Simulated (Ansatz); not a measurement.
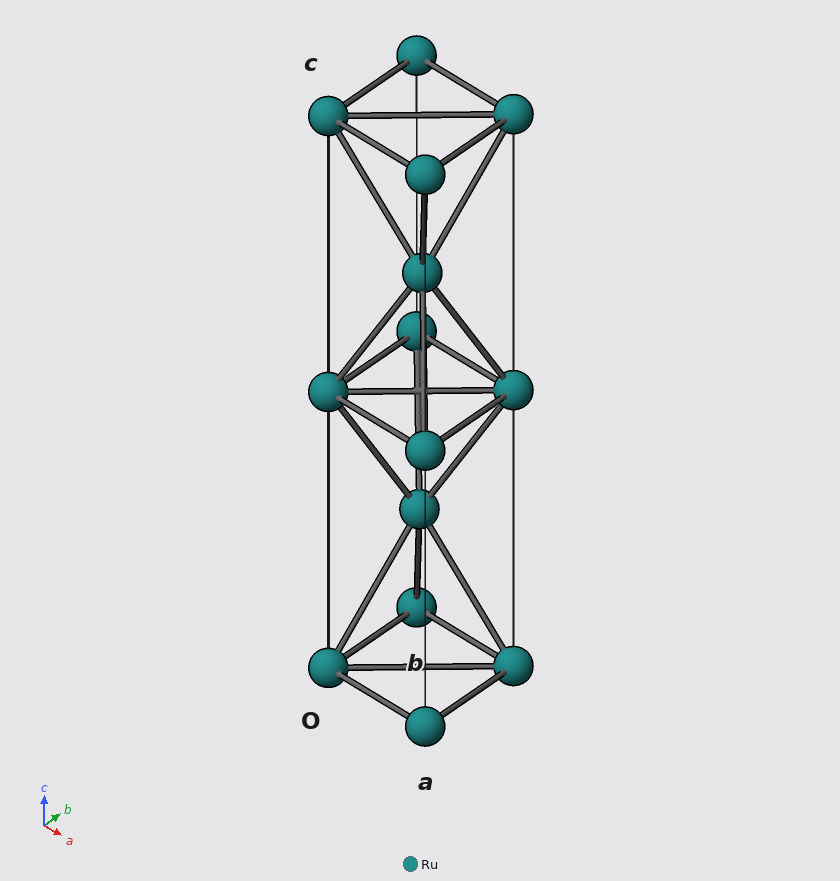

One unit cell is drawn above. Crystal: Ru, coordinates from a relaxation with DFT, r2SCAN, plane waves (500 eV) with PAW, scalar-relativistic (Ansatz 0.2.0); the starting structure was generated, so it need not be a known form of this composition. Geometry calculated from the standardised cell; symmetry tolerance 0.002 Å.

```cif
data_structure
_symmetry_space_group_name_H-M 'P 1'
_symmetry_Int_Tables_number 1
_cell_length_a 2.6918
_cell_length_b 2.6918
_cell_length_c 8.6399
_cell_angle_alpha 90.000
_cell_angle_beta 90.000
_cell_angle_gamma 120.000
_cell_volume 54.22
loop_
_atom_site_label
_atom_site_type_symbol
_atom_site_fract_x
_atom_site_fract_y
_atom_site_fract_z
_atom_site_occupancy
Ru1 Ru 0.00000 0.00000 0.00000 1
Ru2 Ru 0.00000 0.00000 0.50000 1
Ru3 Ru 0.33333 0.66667 0.25000 1
Ru4 Ru 0.66667 0.33333 0.75000 1
```

What is its point group?

6/mmm (D6h), order 24, hexagonal system: one sixfold axis, six twofold axes, seven mirror planes, an inversion centre.

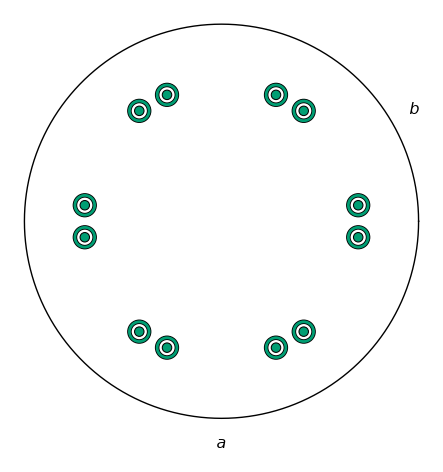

Stereographic projection: filled dots lie in the upper hemisphere, open rings in the lower. The poles are one general form. The c axis points at the viewer.

What does this class allow?

Class 6/mmm is centrosymmetric, so neither piezoelectric nor pyroelectric; it is not chiral. Its Laue class is 6/mmm.
